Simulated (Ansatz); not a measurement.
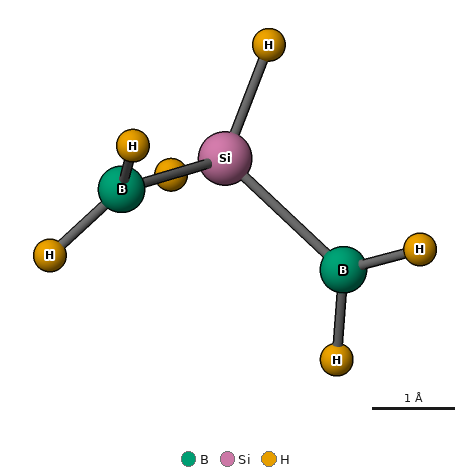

**Figure 1.** The starting structure (ball-and-stick view, seen at a tilt). Bond lengths as drawn: B–H 1.21 Å, B–Si 2.02 Å and H–Si 1.50 Å.

# Molecular dynamics, with input and output: B2SiH6 (part 1 of 2)

B2SiH6, computed with RKS B3LYP-D4/cc-pVDZ (Ansatz 0.2.0).

It belongs to a series of runs on one base structure; here: dynamics from the start.

### The input
```yaml
crystal:
  periodic: [false, false, false]
  atoms:
    - { symbol: B, position_ang: [-0.991801, 0.482375, -1.195316] }
    - { symbol: Si, position_ang: [0.675855, 0.496403, -0.052551] }
    - { symbol: B, position_ang: [0.319897, -1.013018, 1.244391] }
    - { symbol: H, position_ang: [-1.060088, -0.210512, -2.179275] }
    - { symbol: H, position_ang: [-1.964144, 1.119358, -0.876394] }
    - { symbol: H, position_ang: [0.837391, 1.805843, 0.662693] }
    - { symbol: H, position_ang: [1.903506, 0.231761, -0.874307] }
    - { symbol: H, position_ang: [0.630607, -2.145628, 0.973192] }
    - { symbol: H, position_ang: [-0.262822, -0.812882, 2.280367] }
basis:
  gaussian: { orbitals: cc-pVDZ }
hamiltonian:
  xc: b3lyp
  dispersion: d4
md:
  timestep: 0.5
  n_steps: 150
  ensemble: nve_milne
  temperature: 500.0
  initial_velocities: maxwell_boltzmann
  seed: 252207
scf:
  lower_state_search: "off"
```

Machine: 1 thread of Arm Neoverse V1, 24 GiB of memory available, shared host.

Launch command:
```bash
ansatz run input.yaml --threads 1 --pin off --max-ram 2048MiB --backend cpu --events-out ev --progress --plain --runs-dir out
```

### The program's output
```
Engine: ansatz 0.2.0, aarch64-unknown-linux-gnu
Functional definition: B3LYP
  parameter a0 = 0.2
  parameter ax = 0.72
  parameter ac = 0.81
  exchange = (1 - a0 - ax)*slater_x + ax*b88_x + a0*exact_x
  correlation = (1 - ac)*vwn_rpa_c + ac*lyp_c
these checks for a lower state are left out or cut short: stability, starts, cluster_reference, orbital_swaps, neighbouring_geometries, increment
822 factors; integrals over basis functions are off by at most 3.0e-4 eV
mean field evaluation 1: about -9325.2486 eV, gradient 1.6e1 eV
mean field evaluation 2: about -9325.9523 eV, gradient 1.1e1 eV
mean field evaluation 4: about -9326.4309 eV, gradient 3.4e-1 eV
mean field evaluation 8: about -9326.4288 eV, gradient 5.7e-3 eV
mean field -9326.42883290 eV, -342.7399379286 hartree, gradient 2.2e-6 eV, S^2 0.000000; 0 other end points of the search recorded, 0 dependent functions left out
the calculation of the forces begins
reference -9326.42910899 eV, -342.7399480746 hartree; 15, 15 occupied and 61, 61 virtual orbitals, 822 factors
md step     0: t =     0.00 fs  T =   500.0 K  F+E_penalty+E_count = -9326.65513884 eV  E_kin = 0.452410 eV  conserved = -9326.20272884 eV  (13 SCF iters)
these checks for a lower state are left out or cut short: stability, starts, cluster_reference, orbital_swaps, neighbouring_geometries, increment
822 factors; integrals over basis functions are off by at most 3.1e-4 eV
mean field evaluation 16: about -9326.4230 eV, gradient 6.5e-1 eV
mean field -9326.42254415 eV, -342.7397068211 hartree, gradient 8.7e-6 eV, S^2 0.000000; 0 other end points of the search recorded, 0 dependent functions left out
the calculation of the forces begins
reference -9326.42281955 eV, -342.7397169419 hartree; 15, 15 occupied and 61, 61 virtual orbitals, 822 factors
md step     1: t =     0.50 fs  T =   493.2 K  F+E_penalty+E_count = -9326.64896286 eV  E_kin = 0.446297 eV  conserved = -9326.20266623 eV  (15 SCF iters, 3 dispersion substeps)
[... from here on the SCF iterations and repeated set-up lines of each step are left out, up to the last step ...]
md step     2: t =     1.00 fs  T =   474.0 K  F+E_penalty+E_count = -9326.63159438 eV  E_kin = 0.428867 eV  conserved = -9326.20272757 eV  (15 SCF iters, 3 dispersion substeps)
md step     3: t =     1.50 fs  T =   445.5 K  F+E_penalty+E_count = -9326.60587792 eV  E_kin = 0.403116 eV  conserved = -9326.20276179 eV  (15 SCF iters, 3 dispersion substeps)
md step     4: t =     2.00 fs  T =   412.4 K  F+E_penalty+E_count = -9326.57591607 eV  E_kin = 0.373177 eV  conserved = -9326.20273880 eV  (15 SCF iters, 3 dispersion substeps)
md step     5: t =     2.50 fs  T =   379.5 K  F+E_penalty+E_count = -9326.54610184 eV  E_kin = 0.343365 eV  conserved = -9326.20273693 eV  (15 SCF iters, 3 dispersion substeps)
md step     6: t =     3.00 fs  T =   350.6 K  F+E_penalty+E_count = -9326.51995774 eV  E_kin = 0.317207 eV  conserved = -9326.20275033 eV  (15 SCF iters, 3 dispersion substeps)
md step     7: t =     3.50 fs  T =   327.6 K  F+E_penalty+E_count = -9326.49918896 eV  E_kin = 0.296442 eV  conserved = -9326.20274723 eV  (15 SCF iters, 3 dispersion substeps)
md step     8: t =     4.00 fs  T =   310.2 K  F+E_penalty+E_count = -9326.48344030 eV  E_kin = 0.280693 eV  conserved = -9326.20274734 eV  (16 SCF iters, 3 dispersion substeps)
md step     9: t =     4.50 fs  T =   296.1 K  F+E_penalty+E_count = -9326.47069152 eV  E_kin = 0.267962 eV  conserved = -9326.20272925 eV  (16 SCF iters, 3 dispersion substeps)
md step    10: t =     5.00 fs  T =   282.3 K  F+E_penalty+E_count = -9326.45816632 eV  E_kin = 0.255419 eV  conserved = -9326.20274711 eV  (16 SCF iters, 3 dispersion substeps)
md step    11: t =     5.50 fs  T =   266.0 K  F+E_penalty+E_count = -9326.44343336 eV  E_kin = 0.240684 eV  conserved = -9326.20274907 eV  (16 SCF iters, 3 dispersion substeps)
md step    12: t =     6.00 fs  T =   245.9 K  F+E_penalty+E_count = -9326.42517272 eV  E_kin = 0.222457 eV  conserved = -9326.20271537 eV  (16 SCF iters, 3 dispersion substeps)
md step    13: t =     6.50 fs  T =   221.9 K  F+E_penalty+E_count = -9326.40351259 eV  E_kin = 0.200767 eV  conserved = -9326.20274603 eV  (16 SCF iters, 3 dispersion substeps)
md step    14: t =     7.00 fs  T =   195.8 K  F+E_penalty+E_count = -9326.37992026 eV  E_kin = 0.177171 eV  conserved = -9326.20274959 eV  (16 SCF iters, 3 dispersion substeps)
md step    15: t =     7.50 fs  T =   170.2 K  F+E_penalty+E_count = -9326.35675630 eV  E_kin = 0.154037 eV  conserved = -9326.20271933 eV  (16 SCF iters, 3 dispersion substeps)
md step    16: t =     8.00 fs  T =   148.1 K  F+E_penalty+E_count = -9326.33673109 eV  E_kin = 0.133986 eV  conserved = -9326.20274473 eV  (14 SCF iters, 3 dispersion substeps)
md step    17: t =     8.50 fs  T =   132.2 K  F+E_penalty+E_count = -9326.32233297 eV  E_kin = 0.119586 eV  conserved = -9326.20274659 eV  (14 SCF iters, 3 dispersion substeps)
md step    18: t =     9.00 fs  T =   124.5 K  F+E_penalty+E_count = -9326.31539088 eV  E_kin = 0.112659 eV  conserved = -9326.20273207 eV  (14 SCF iters, 3 dispersion substeps)
md step    19: t =     9.50 fs  T =   126.1 K  F+E_penalty+E_count = -9326.31680442 eV  E_kin = 0.114065 eV  conserved = -9326.20273928 eV  (13 SCF iters, 3 dispersion substeps)
md step    20: t =    10.00 fs  T =   136.6 K  F+E_penalty+E_count = -9326.32635738 eV  E_kin = 0.123618 eV  conserved = -9326.20273904 eV  (13 SCF iters, 3 dispersion substeps)
md step    21: t =    10.50 fs  T =   154.7 K  F+E_penalty+E_count = -9326.34274359 eV  E_kin = 0.139998 eV  conserved = -9326.20274571 eV  (14 SCF iters, 3 dispersion substeps)
md step    22: t =    11.00 fs  T =   177.9 K  F+E_penalty+E_count = -9326.36374083 eV  E_kin = 0.161009 eV  conserved = -9326.20273195 eV  (14 SCF iters, 3 dispersion substeps)
md step    23: t =    11.50 fs  T =   203.1 K  F+E_penalty+E_count = -9326.38646540 eV  E_kin = 0.183734 eV  conserved = -9326.20273102 eV  (16 SCF iters, 3 dispersion substeps)
md step    24: t =    12.00 fs  T =   226.6 K  F+E_penalty+E_count = -9326.40782281 eV  E_kin = 0.205068 eV  conserved = -9326.20275500 eV  (16 SCF iters, 3 dispersion substeps)
md step    25: t =    12.50 fs  T =   245.7 K  F+E_penalty+E_count = -9326.42503400 eV  E_kin = 0.222307 eV  conserved = -9326.20272731 eV  (16 SCF iters, 3 dispersion substeps)
md step    26: t =    13.00 fs  T =   258.0 K  F+E_penalty+E_count = -9326.43615054 eV  E_kin = 0.233423 eV  conserved = -9326.20272761 eV  (16 SCF iters, 3 dispersion substeps)
md step    27: t =    13.50 fs  T =   262.8 K  F+E_penalty+E_count = -9326.44050253 eV  E_kin = 0.237745 eV  conserved = -9326.20275711 eV  (16 SCF iters, 3 dispersion substeps)
md step    28: t =    14.00 fs  T =   261.0 K  F+E_penalty+E_count = -9326.43885646 eV  E_kin = 0.236126 eV  conserved = -9326.20273034 eV  (16 SCF iters, 3 dispersion substeps)
md step    29: t =    14.50 fs  T =   254.7 K  F+E_penalty+E_count = -9326.43322054 eV  E_kin = 0.230488 eV  conserved = -9326.20273248 eV  (16 SCF iters, 3 dispersion substeps)
md step    30: t =    15.00 fs  T =   247.0 K  F+E_penalty+E_count = -9326.42624176 eV  E_kin = 0.223491 eV  conserved = -9326.20275125 eV  (15 SCF iters, 3 dispersion substeps)
md step    31: t =    15.50 fs  T =   240.5 K  F+E_penalty+E_count = -9326.42032678 eV  E_kin = 0.217586 eV  conserved = -9326.20274062 eV  (13 SCF iters, 3 dispersion substeps)
md step    32: t =    16.00 fs  T =   236.7 K  F+E_penalty+E_count = -9326.41687391 eV  E_kin = 0.214133 eV  conserved = -9326.20274115 eV  (13 SCF iters, 3 dispersion substeps)
md step    33: t =    16.50 fs  T =   235.5 K  F+E_penalty+E_count = -9326.41580846 eV  E_kin = 0.213071 eV  conserved = -9326.20273701 eV  (17 SCF iters, 3 dispersion substeps)
md step    34: t =    17.00 fs  T =   235.3 K  F+E_penalty+E_count = -9326.41567325 eV  E_kin = 0.212926 eV  conserved = -9326.20274748 eV  (15 SCF iters, 3 dispersion substeps)
md step    35: t =    17.50 fs  T =   233.8 K  F+E_penalty+E_count = -9326.41428451 eV  E_kin = 0.211541 eV  conserved = -9326.20274379 eV  (15 SCF iters, 3 dispersion substeps)
md step    36: t =    18.00 fs  T =   228.6 K  F+E_penalty+E_count = -9326.40954836 eV  E_kin = 0.206827 eV  conserved = -9326.20272155 eV  (15 SCF iters, 3 dispersion substeps)
md step    37: t =    18.50 fs  T =   218.2 K  F+E_penalty+E_count = -9326.40021334 eV  E_kin = 0.197465 eV  conserved = -9326.20274799 eV  (16 SCF iters, 3 dispersion substeps)
md step    38: t =    19.00 fs  T =   202.9 K  F+E_penalty+E_count = -9326.38631112 eV  E_kin = 0.183567 eV  conserved = -9326.20274363 eV  (16 SCF iters, 3 dispersion substeps)
md step    39: t =    19.50 fs  T =   183.9 K  F+E_penalty+E_count = -9326.36915947 eV  E_kin = 0.166440 eV  conserved = -9326.20271960 eV  (16 SCF iters, 3 dispersion substeps)
md step    40: t =    20.00 fs  T =   163.9 K  F+E_penalty+E_count = -9326.35107012 eV  E_kin = 0.148323 eV  conserved = -9326.20274678 eV  (15 SCF iters, 3 dispersion substeps)
md step    41: t =    20.50 fs  T =   146.0 K  F+E_penalty+E_count = -9326.33484433 eV  E_kin = 0.132101 eV  conserved = -9326.20274363 eV  (13 SCF iters, 3 dispersion substeps)
md step    42: t =    21.00 fs  T =   133.2 K  F+E_penalty+E_count = -9326.32324543 eV  E_kin = 0.120516 eV  conserved = -9326.20272947 eV  (14 SCF iters, 3 dispersion substeps)
md step    43: t =    21.50 fs  T =   128.0 K  F+E_penalty+E_count = -9326.31854900 eV  E_kin = 0.115807 eV  conserved = -9326.20274154 eV  (13 SCF iters, 3 dispersion substeps)
md step    44: t =    22.00 fs  T =   132.0 K  F+E_penalty+E_count = -9326.32215628 eV  E_kin = 0.119416 eV  conserved = -9326.20274069 eV  (13 SCF iters, 3 dispersion substeps)
md step    45: t =    22.50 fs  T =   145.5 K  F+E_penalty+E_count = -9326.33440823 eV  E_kin = 0.131666 eV  conserved = -9326.20274237 eV  (13 SCF iters, 3 dispersion substeps)
md step    46: t =    23.00 fs  T =   167.8 K  F+E_penalty+E_count = -9326.35453992 eV  E_kin = 0.151807 eV  conserved = -9326.20273294 eV  (13 SCF iters, 3 dispersion substeps)
md step    47: t =    23.50 fs  T =   196.7 K  F+E_penalty+E_count = -9326.38073306 eV  E_kin = 0.177997 eV  conserved = -9326.20273593 eV  (14 SCF iters, 3 dispersion substeps)
md step    48: t =    24.00 fs  T =   229.5 K  F+E_penalty+E_count = -9326.41038733 eV  E_kin = 0.207635 eV  conserved = -9326.20275252 eV  (14 SCF iters, 3 dispersion substeps)
md step    49: t =    24.50 fs  T =   262.8 K  F+E_penalty+E_count = -9326.44050849 eV  E_kin = 0.237783 eV  conserved = -9326.20272559 eV  (16 SCF iters, 3 dispersion substeps)
md step    50: t =    25.00 fs  T =   293.4 K  F+E_penalty+E_count = -9326.46818248 eV  E_kin = 0.265450 eV  conserved = -9326.20273250 eV  (15 SCF iters, 3 dispersion substeps)
md step    51: t =    25.50 fs  T =   318.7 K  F+E_penalty+E_count = -9326.49113735 eV  E_kin = 0.288381 eV  conserved = -9326.20275626 eV  (15 SCF iters, 3 dispersion substeps)
md step    52: t =    26.00 fs  T =   337.6 K  F+E_penalty+E_count = -9326.50819775 eV  E_kin = 0.305472 eV  conserved = -9326.20272580 eV  (15 SCF iters, 3 dispersion substeps)
md step    53: t =    26.50 fs  T =   350.1 K  F+E_penalty+E_count = -9326.51953489 eV  E_kin = 0.316800 eV  conserved = -9326.20273448 eV  (15 SCF iters, 3 dispersion substeps)
md step    54: t =    27.00 fs  T =   357.9 K  F+E_penalty+E_count = -9326.52655585 eV  E_kin = 0.323803 eV  conserved = -9326.20275296 eV  (15 SCF iters, 3 dispersion substeps)
md step    55: t =    27.50 fs  T =   363.2 K  F+E_penalty+E_count = -9326.53137085 eV  E_kin = 0.328634 eV  conserved = -9326.20273645 eV  (15 SCF iters, 3 dispersion substeps)
md step    56: t =    28.00 fs  T =   368.3 K  F+E_penalty+E_count = -9326.53603139 eV  E_kin = 0.333290 eV  conserved = -9326.20274098 eV  (17 SCF iters, 3 dispersion substeps)
md step    57: t =    28.50 fs  T =   374.6 K  F+E_penalty+E_count = -9326.54168900 eV  E_kin = 0.338947 eV  conserved = -9326.20274172 eV  (17 SCF iters, 3 dispersion substeps)
md step    58: t =    29.00 fs  T =   381.6 K  F+E_penalty+E_count = -9326.54807228 eV  E_kin = 0.345323 eV  conserved = -9326.20274891 eV  (17 SCF iters, 3 dispersion substeps)
md step    59: t =    29.50 fs  T =   387.7 K  F+E_penalty+E_count = -9326.55355869 eV  E_kin = 0.350815 eV  conserved = -9326.20274373 eV  (15 SCF iters, 3 dispersion substeps)
md step    60: t =    30.00 fs  T =   390.1 K  F+E_penalty+E_count = -9326.55568686 eV  E_kin = 0.352961 eV  conserved = -9326.20272553 eV  (15 SCF iters, 3 dispersion substeps)
md step    61: t =    30.50 fs  T =   386.0 K  F+E_penalty+E_count = -9326.55199992 eV  E_kin = 0.349247 eV  conserved = -9326.20275315 eV  (16 SCF iters, 3 dispersion substeps)
md step    62: t =    31.00 fs  T =   373.7 K  F+E_penalty+E_count = -9326.54087443 eV  E_kin = 0.338133 eV  conserved = -9326.20274184 eV  (16 SCF iters, 3 dispersion substeps)
md step    63: t =    31.50 fs  T =   352.9 K  F+E_penalty+E_count = -9326.52199605 eV  E_kin = 0.319278 eV  conserved = -9326.20271796 eV  (16 SCF iters, 3 dispersion substeps)
md step    64: t =    32.00 fs  T =   324.6 K  F+E_penalty+E_count = -9326.49647185 eV  E_kin = 0.293720 eV  conserved = -9326.20275184 eV  (16 SCF iters, 3 dispersion substeps)
md step    65: t =    32.50 fs  T =   291.6 K  F+E_penalty+E_count = -9326.46656764 eV  E_kin = 0.263826 eV  conserved = -9326.20274197 eV  (16 SCF iters, 3 dispersion substeps)
md step    66: t =    33.00 fs  T =   257.0 K  F+E_penalty+E_count = -9326.43524428 eV  E_kin = 0.232519 eV  conserved = -9326.20272511 eV  (16 SCF iters, 3 dispersion substeps)
md step    67: t =    33.50 fs  T =   224.2 K  F+E_penalty+E_count = -9326.40564218 eV  E_kin = 0.202896 eV  conserved = -9326.20274583 eV  (14 SCF iters, 3 dispersion substeps)
md step    68: t =    34.00 fs  T =   196.5 K  F+E_penalty+E_count = -9326.38055741 eV  E_kin = 0.177815 eV  conserved = -9326.20274209 eV  (14 SCF iters, 3 dispersion substeps)
md step    69: t =    34.50 fs  T =   176.1 K  F+E_penalty+E_count = -9326.36208306 eV  E_kin = 0.159344 eV  conserved = -9326.20273879 eV  (14 SCF iters, 3 dispersion substeps)
md step    70: t =    35.00 fs  T =   164.3 K  F+E_penalty+E_count = -9326.35136467 eV  E_kin = 0.148630 eV  conserved = -9326.20273486 eV  (13 SCF iters, 3 dispersion substeps)
md step    71: t =    35.50 fs  T =   161.0 K  F+E_penalty+E_count = -9326.34843751 eV  E_kin = 0.145697 eV  conserved = -9326.20274028 eV  (13 SCF iters, 3 dispersion substeps)
md step    72: t =    36.00 fs  T =   165.3 K  F+E_penalty+E_count = -9326.35228521 eV  E_kin = 0.149533 eV  conserved = -9326.20275196 eV  (14 SCF iters, 3 dispersion substeps)
md step    73: t =    36.50 fs  T =   174.9 K  F+E_penalty+E_count = -9326.36100698 eV  E_kin = 0.158283 eV  conserved = -9326.20272358 eV  (16 SCF iters, 3 dispersion substeps)
md step    74: t =    37.00 fs  T =   187.2 K  F+E_penalty+E_count = -9326.37210518 eV  E_kin = 0.169367 eV  conserved = -9326.20273799 eV  (16 SCF iters, 3 dispersion substeps)
md step    75: t =    37.50 fs  T =   199.2 K  F+E_penalty+E_count = -9326.38297878 eV  E_kin = 0.180219 eV  conserved = -9326.20275967 eV  (16 SCF iters, 3 dispersion substeps)
md step    76: t =    38.00 fs  T =   208.6 K  F+E_penalty+E_count = -9326.39146850 eV  E_kin = 0.188750 eV  conserved = -9326.20271843 eV  (16 SCF iters, 3 dispersion substeps)
md step    77: t =    38.50 fs  T =   214.0 K  F+E_penalty+E_count = -9326.39640034 eV  E_kin = 0.193663 eV  conserved = -9326.20273766 eV  (16 SCF iters, 3 dispersion substeps)
md step    78: t =    39.00 fs  T =   215.8 K  F+E_penalty+E_count = -9326.39798190 eV  E_kin = 0.195222 eV  conserved = -9326.20276039 eV  (16 SCF iters, 3 dispersion substeps)
md step    79: t =    39.50 fs  T =   215.6 K  F+E_penalty+E_count = -9326.39782567 eV  E_kin = 0.195099 eV  conserved = -9326.20272652 eV  (18 SCF iters, 3 dispersion substeps)
md step    80: t =    40.00 fs  T =   216.4 K  F+E_penalty+E_count = -9326.39855710 eV  E_kin = 0.195815 eV  conserved = -9326.20274205 eV  (17 SCF iters, 3 dispersion substeps)
md step    81: t =    40.50 fs  T =   221.3 K  F+E_penalty+E_count = -9326.40294613 eV  E_kin = 0.200192 eV  conserved = -9326.20275378 eV  (18 SCF iters, 3 dispersion substeps)
md step    82: t =    41.00 fs  T =   232.2 K  F+E_penalty+E_count = -9326.41286691 eV  E_kin = 0.210123 eV  conserved = -9326.20274420 eV  (17 SCF iters, 3 dispersion substeps)
md step    83: t =    41.50 fs  T =   249.5 K  F+E_penalty+E_count = -9326.42853192 eV  E_kin = 0.225787 eV  conserved = -9326.20274461 eV  (17 SCF iters, 3 dispersion substeps)
md step    84: t =    42.00 fs  T =   271.3 K  F+E_penalty+E_count = -9326.44819262 eV  E_kin = 0.245455 eV  conserved = -9326.20273759 eV  (17 SCF iters, 3 dispersion substeps)
md step    85: t =    42.50 fs  T =   293.8 K  F+E_penalty+E_count = -9326.46857465 eV  E_kin = 0.265819 eV  conserved = -9326.20275574 eV  (17 SCF iters, 3 dispersion substeps)
md step    86: t =    43.00 fs  T =   312.9 K  F+E_penalty+E_count = -9326.48585403 eV  E_kin = 0.283114 eV  conserved = -9326.20273992 eV  (17 SCF iters, 3 dispersion substeps)
md step    87: t =    43.50 fs  T =   324.9 K  F+E_penalty+E_count = -9326.49667796 eV  E_kin = 0.293956 eV  conserved = -9326.20272152 eV  (15 SCF iters, 3 dispersion substeps)
md step    88: t =    44.00 fs  T =   327.4 K  F+E_penalty+E_count = -9326.49900503 eV  E_kin = 0.296247 eV  conserved = -9326.20275820 eV  (15 SCF iters, 3 dispersion substeps)
md step    89: t =    44.50 fs  T =   320.2 K  F+E_penalty+E_count = -9326.49248694 eV  E_kin = 0.289749 eV  conserved = -9326.20273789 eV  (15 SCF iters, 3 dispersion substeps)
md step    90: t =    45.00 fs  T =   304.6 K  F+E_penalty+E_count = -9326.47837315 eV  E_kin = 0.275652 eV  conserved = -9326.20272070 eV  (15 SCF iters, 3 dispersion substeps)
md step    91: t =    45.50 fs  T =   283.3 K  F+E_penalty+E_count = -9326.45911714 eV  E_kin = 0.256362 eV  conserved = -9326.20275516 eV  (14 SCF iters, 3 dispersion substeps)
md step    92: t =    46.00 fs  T =   259.8 K  F+E_penalty+E_count = -9326.43778506 eV  E_kin = 0.235044 eV  conserved = -9326.20274077 eV  (14 SCF iters, 3 dispersion substeps)
md step    93: t =    46.50 fs  T =   237.4 K  F+E_penalty+E_count = -9326.41749761 eV  E_kin = 0.214766 eV  conserved = -9326.20273144 eV  (15 SCF iters, 3 dispersion substeps)
md step    94: t =    47.00 fs  T =   219.0 K  F+E_penalty+E_count = -9326.40094002 eV  E_kin = 0.198195 eV  conserved = -9326.20274494 eV  (13 SCF iters, 3 dispersion substeps)
md step    95: t =    47.50 fs  T =   206.9 K  F+E_penalty+E_count = -9326.38995133 eV  E_kin = 0.187208 eV  conserved = -9326.20274343 eV  (13 SCF iters, 3 dispersion substeps)
md step    96: t =    48.00 fs  T =   201.8 K  F+E_penalty+E_count = -9326.38533570 eV  E_kin = 0.182591 eV  conserved = -9326.20274473 eV  (14 SCF iters, 3 dispersion substeps)
md step    97: t =    48.50 fs  T =   203.4 K  F+E_penalty+E_count = -9326.38677387 eV  E_kin = 0.184043 eV  conserved = -9326.20273044 eV  (14 SCF iters, 3 dispersion substeps)
md step    98: t =    49.00 fs  T =   210.1 K  F+E_penalty+E_count = -9326.39285683 eV  E_kin = 0.190112 eV  conserved = -9326.20274440 eV  (14 SCF iters, 3 dispersion substeps)
md step    99: t =    49.50 fs  T =   219.5 K  F+E_penalty+E_count = -9326.40136711 eV  E_kin = 0.198612 eV  conserved = -9326.20275522 eV  (16 SCF iters, 3 dispersion substeps)
md step   100: t =    50.00 fs  T =   228.7 K  F+E_penalty+E_count = -9326.40967316 eV  E_kin = 0.206954 eV  conserved = -9326.20271874 eV  (16 SCF iters, 3 dispersion substeps)
md step   101: t =    50.50 fs  T =   234.9 K  F+E_penalty+E_count = -9326.41526663 eV  E_kin = 0.212522 eV  conserved = -9326.20274440 eV  (16 SCF iters, 3 dispersion substeps)
md step   102: t =    51.00 fs  T =   236.1 K  F+E_penalty+E_count = -9326.41641772 eV  E_kin = 0.213658 eV  conserved = -9326.20276001 eV  (15 SCF iters, 3 dispersion substeps)
md step   103: t =    51.50 fs  T =   232.1 K  F+E_penalty+E_count = -9326.41271765 eV  E_kin = 0.209999 eV  conserved = -9326.20271844 eV  (15 SCF iters, 3 dispersion substeps)
md step   104: t =    52.00 fs  T =   224.0 K  F+E_penalty+E_count = -9326.40539107 eV  E_kin = 0.202645 eV  conserved = -9326.20274600 eV  (18 SCF iters, 3 dispersion substeps)
md step   105: t =    52.50 fs  T =   214.8 K  F+E_penalty+E_count = -9326.39714069 eV  E_kin = 0.194381 eV  conserved = -9326.20275933 eV  (18 SCF iters, 3 dispersion substeps)
```
